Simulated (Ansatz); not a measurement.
C2H8BSi (SMILES CB(C)[SiH2]) (doublet)

| atom | x (Å) | y (Å) | z (Å) |
| --- | --- | --- | --- |
| C | -0.0491 | 1.6015 | -0.1971 |
| C | -2.6188 | 0.8463 | 0.3159 |
| B | -1.0734 | 0.5394 | 0.3565 |
| Si | -0.4240 | -1.1659 | 1.0980 |
| H | 0.0112 | 2.4196 | 0.5480 |
| H | -0.4206 | 2.0787 | -1.1216 |
| H | 0.9783 | 1.2467 | -0.3681 |
| H | -2.8293 | 1.8988 | 0.5773 |
| H | -2.9484 | 0.7371 | -0.7364 |
| H | -3.2629 | 0.1934 | 0.9237 |
| H | 1.0103 | -1.5825 | 1.1243 |
| H | -1.3027 | -2.2096 | 1.7063 |

Geometry: r2SCAN-D4/def2-SVP.

Level of theory: isolated molecule in a Gaussian basis; Kohn-Sham density functional theory, functional PBE0 in Ansatz.

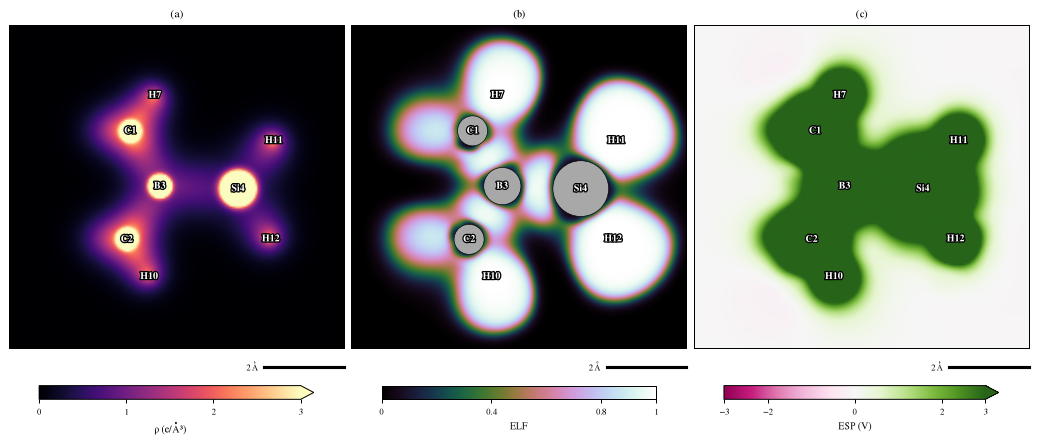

Figure 1. (a) electron density; (b) electron localisation function; (c) molecular electrostatic potential on the plane of atoms B3, Si4 and H12. Grey discs cover the atomic cores in the ELF map.

What do the fields say about this system?

Answer.
- The section cuts through C, B, Si and H sites.
- C–B (1.58 Å): ρ is about 1.4 e/Å³ halfway; the ELF peaks at about 0.95 between the atoms: localised, covalent bonding.
- Si–B (1.97 Å): the density is about 0.81 e/Å³ at the midpoint; the ELF peaks at about 0.95 between the atoms, as expected for a covalent bond.
- C–H (1.10 Å): ρ at the midpoint is about 1.9 e/Å³; the ELF climbs to about 1 towards the hydrogen, as it does in any bond to H; a covalent bond by its length.
- Si–H (1.49 Å): the density is about 0.78 e/Å³ at the midpoint; the ELF climbs to about 1 towards the hydrogen.
- The potential has no marked negative region in this plane.

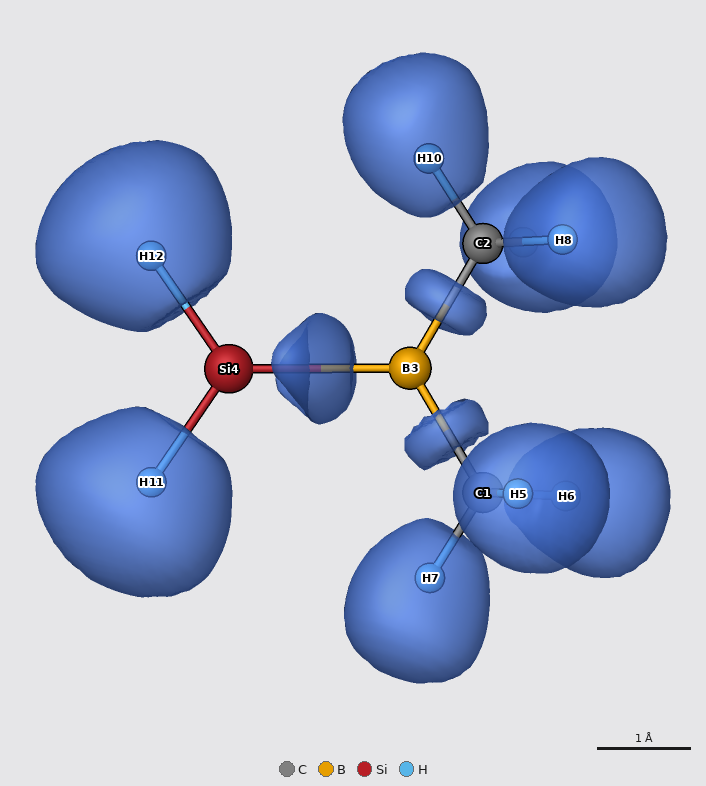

Figure 2. Isosurface of the electron localisation function at 0.85 (blue), seen across its widest extent. Only the valence region is drawn (cores and ρ < 0.01 e/Å³ removed).

Identify the bonds, lone pairs and shells in this picture.

Answer. At this value the surface marks out two regions between bonded B–C atoms (shared pairs), one region between bonded B–Si atoms (shared pairs) and eight regions around hydrogen nuclei.

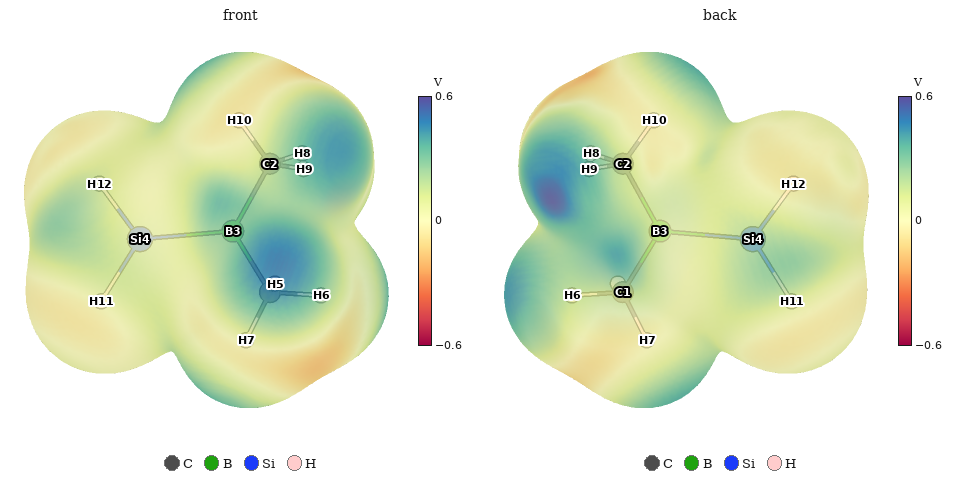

Figure 3. The electrostatic potential painted on the density surface at 0.001 e/bohr³, seen from the front and from behind; red is negative and blue positive.

Which sites attract a positive test charge, and which a negative one?

Answer. A positive charge is drawn to the negative regions and a negative charge to the positive ones. The most negative region (about −0.2 V) lies over C1 and C2, the most positive (about +0.5 V) over H5 and H9.
